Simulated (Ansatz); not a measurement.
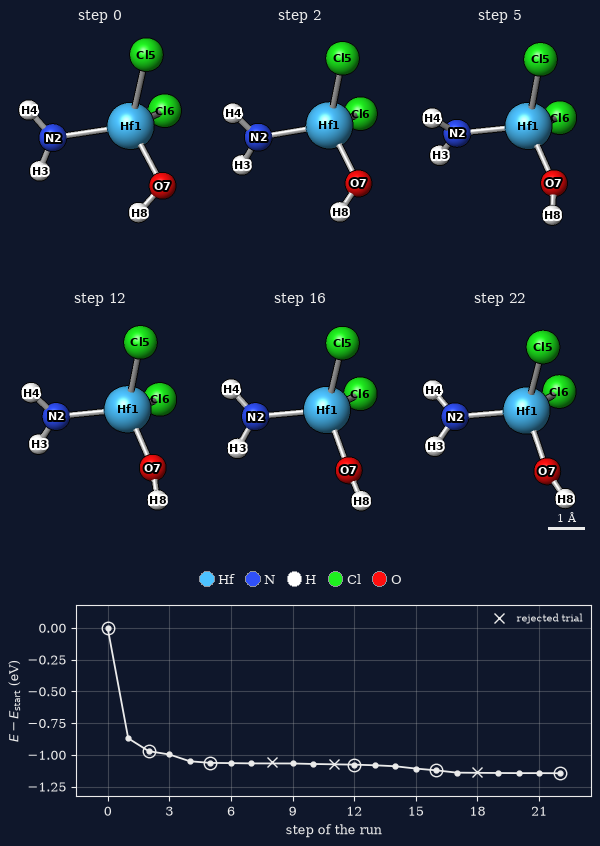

Frames of a relaxation of HfNH3OCl2, marked on the history of the run. Style: ball-and-stick. Shown at a tilt.

The run prepares the start of a later molecular dynamics calculation, from a guessed geometry.

The calculation used Ansatz, RKS PBE-D4/def2-SVP. (no spin polarisation; force threshold 0.02 eV/Å; at most 40 steps)

Question: Describe the path.

Answer: The atom that moves furthest after the best rigid fit is H8 (0.76 Å). Largest moves by element: H 0.76 Å, O 0.46 Å, Cl 0.28 Å, N 0.13 Å, Hf 0.12 Å. Near-neighbour distances that change, for instance: Hf1–N2 2.210 → 2.019 Å, Hf1–O7 2.069 → 1.913 Å, Hf1–Cl5 2.520 → 2.378 Å, O7–H8 1.010 → 0.966 Å. Among the angles between lasting bonds that change: Hf1–O7–H8 109.5° → 166.2°, H3–N2–H4 120.0° → 108.4°, Hf1–N2–H3 120.0° → 126.8°. Groups turn about Hf1–N2 by about 45°. Over 19 accepted moves (22 points after the start) the energy falls by 1.144 eV. The largest force component goes from 2.6 to 0.0059 eV/Å. The line search rejected the trial steps at points 8, 11, 18 of the run. The run took 24 s on 4 threads of Intel(R) Xeon(R) 6975P-C (Granite Rapids), on a shared host, peak memory 0.25 GiB. From step 0 to 2: H3 moves most (0.24 Å), energy −0.970 eV. From step 2 to 5: H8 moves most (0.38 Å), energy −0.092 eV. From step 5 to 12: H4 moves most (0.35 Å), energy −0.014 eV. From step 12 to 16: H atoms move most (0.42 Å), energy −0.045 eV. From step 16 to 22: H atoms move most (0.29 Å), energy −0.023 eV.

| step | E − E(0), eV | largest force component, eV/Å | note |
| --- | --- | --- | --- |
| 0 | 0.0000 | 2.5861 |  |
| 1 | -0.8686 | 1.2554 |  |
| 2 | -0.9699 | 0.9001 |  |
| 3 | -0.9959 | 0.7630 |  |
| 4 | -1.0494 | 0.3629 |  |
| 5 | -1.0623 | 0.1318 |  |
| 6 | -1.0641 | 0.0908 |  |
| 7 | -1.0662 | 0.0408 |  |
| 8 | -1.0587 | 0.6021 | rejected |
| 9 | -1.0668 | 0.0457 |  |
| 10 | -1.0708 | 0.1270 |  |
| 11 | -1.0698 | 0.6625 | rejected |
| 12 | -1.0761 | 0.1032 |  |
| 13 | -1.0811 | 0.2250 |  |
| 14 | -1.0887 | 0.3991 |  |
| 15 | -1.1071 | 0.3447 |  |
| 16 | -1.1209 | 0.2193 |  |
| 17 | -1.1391 | 0.2026 |  |
| 18 | -1.1349 | 0.4166 | rejected |
| 19 | -1.1418 | 0.0478 |  |
| 20 | -1.1428 | 0.0507 |  |
| 21 | -1.1429 | 0.0596 |  |
| 22 | -1.1436 | 0.0059 |  |
